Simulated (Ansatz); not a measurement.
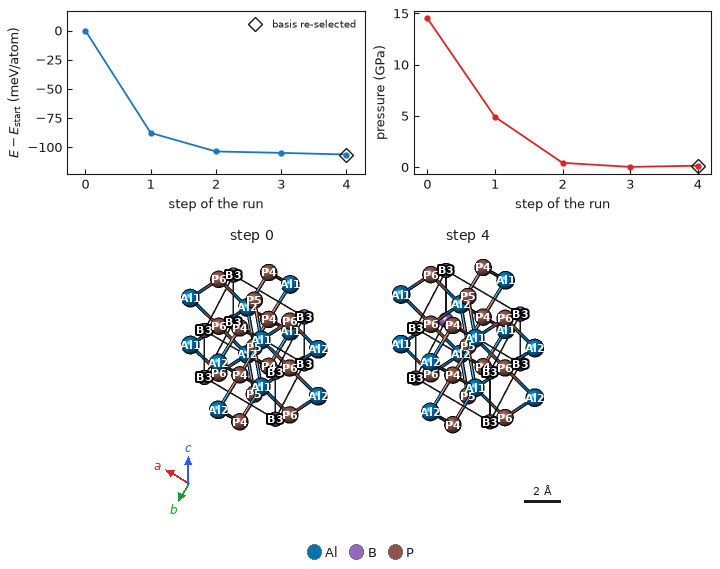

First and last geometry of a relaxation of crystalline Al2BP3 (a generated structure, set up in P6/mmm) (coarse preliminary run), with the history of the run. A ball-and-stick model of the cell of the calculation, seen from a free direction.

The calculation used Ansatz, DFT PBE, scalar-relativistic, plane waves, PAW. Settings: plane-wave cutoff 420 eV; k-point mesh 3 × 3 × 6; occupations gaussian; smearing width 0.1 eV; no spin polarisation; cell and atoms relaxed; force threshold 0.04 eV/Å; at most 70 steps.

**Did the run converge, and what did it change?**

It converged. The atoms keep their places relative to the cell (all moves are under 0.005 Å). Cell: a = b 5.869 → 6.140 Å (+4.6 %), c 3.239 → 3.426 Å (+5.8 %). Volume +15.7 %. Some distances before and after: Al1–P4 2.344 → 2.465 Å. The space group stays P6/mmm (No. 191). After 3 accepted moves (4 points after the start) the energy has fallen by 106 meV per atom. All forces vanish by symmetry, so only the cell relaxes. Pressure: 14.53 GPa at the start and 0.14 GPa at the end. At 1 point the geometry stayed and the basis and grid were re-selected for the new cell (energy shift of 1.4 meV per atom at most each time).
